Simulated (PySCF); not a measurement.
**C$_{2}$H$_{10}$O$_{3}$Si$_{2}$Sn ((Me)2Sn(OSiH2)2O): density, localisation and related maps**

```xyz
18

Sn   -0.7629   -0.4855    0.1006
C    -2.4773    0.0255   -1.0533
C    -0.7483   -2.1046    1.4815
O     0.7595   -0.7550   -1.1590
Si    2.1305    0.1378   -1.3625
O     2.1390    1.4136   -0.2971
Si    1.2062    2.0301    0.9322
O    -0.1803    1.1505    1.0786
H    -2.2778    0.9778   -1.5623
H    -3.3537    0.1346   -0.4002
H    -2.6673   -0.7586   -1.7990
H     0.1212   -1.9827    2.1414
H    -1.6678   -2.1053    2.0823
H    -0.6633   -3.0527    0.9328
H     3.3316   -0.7057   -1.0978
H     2.1837    0.6863   -2.7482
H     1.9918    1.9628    2.1990
H     0.8788    3.4481    0.6085
```

Geometry: PBE0-D3(BJ)/def2-SVP; core potentials replace the inner electrons of Sn.

All numbers below come from CAM-B3LYP/def2-SVPD, SCF density, gas phase, scalar-relativistic core potentials on the heavy atoms (PySCF).

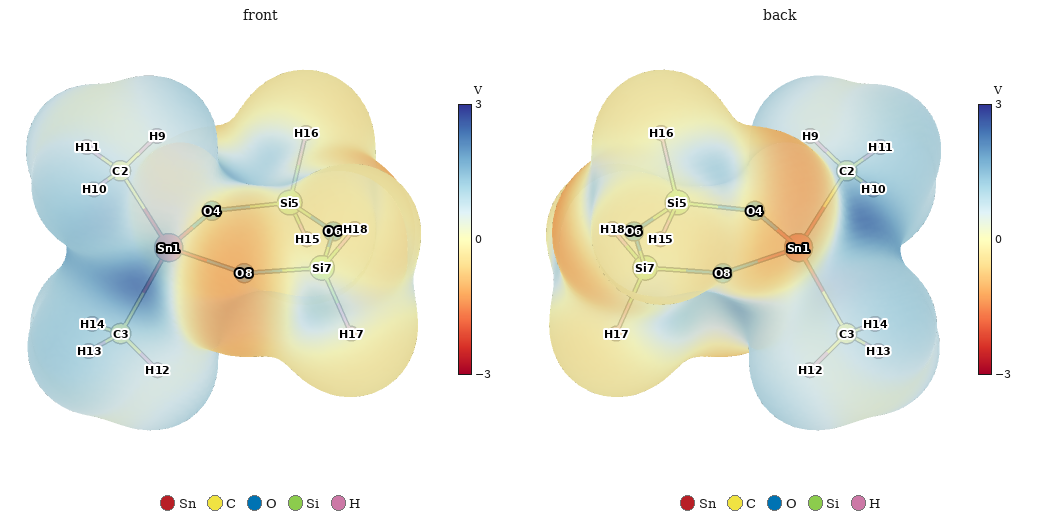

Figure 1. The molecular electrostatic potential painted on the density surface at 0.002 e/bohr³, seen from the front and from behind; red is negative and blue positive.

Q: Describe the electrostatic potential map.

A: The most negative region (about −1.2 V, or −28 kcal/mol for a unit charge) lies over O4, O6 and O8, the most positive (about +2.3 V, or +53 kcal/mol for a unit charge) over Sn1.

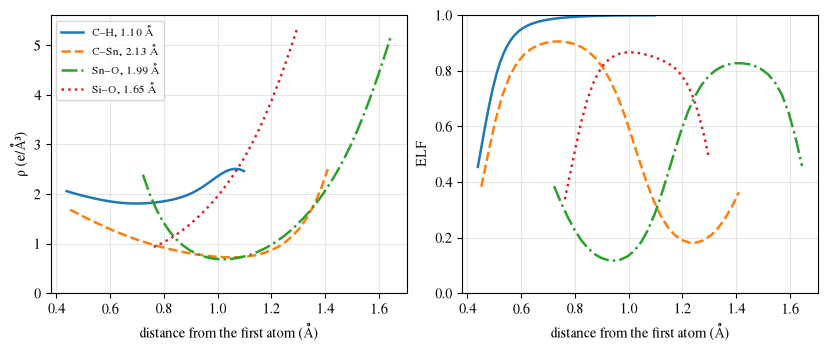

Figure 2. Electron density and ELF along straight lines between neighbouring atoms. The curves leave out the atomic cores.

Q: Compare the contacts.

A: C–H (1.10 Å): the density is about 1.9 e/Å³ at the midpoint; the ELF climbs to about 1 towards the hydrogen, as it does in any bond to H; a covalent bond by its length.
C–Sn (2.13 Å): ρ is about 0.72 e/Å³ halfway; the ELF peaks at about 0.90 in the valence shell of C, 0.7 Å from its nucleus, and drops to about 0.20 between the two atoms.
Sn–O (1.99 Å): ρ is about 0.69 e/Å³ halfway; the ELF peaks at about 0.85 in the valence shell of O, 0.6 Å from its nucleus, and drops to about 0.10 between the two atoms.
Si–O (1.65 Å): the density is about 1.1 e/Å³ at the midpoint; the ELF peaks at about 0.85 between the atoms (a polar covalent bond).
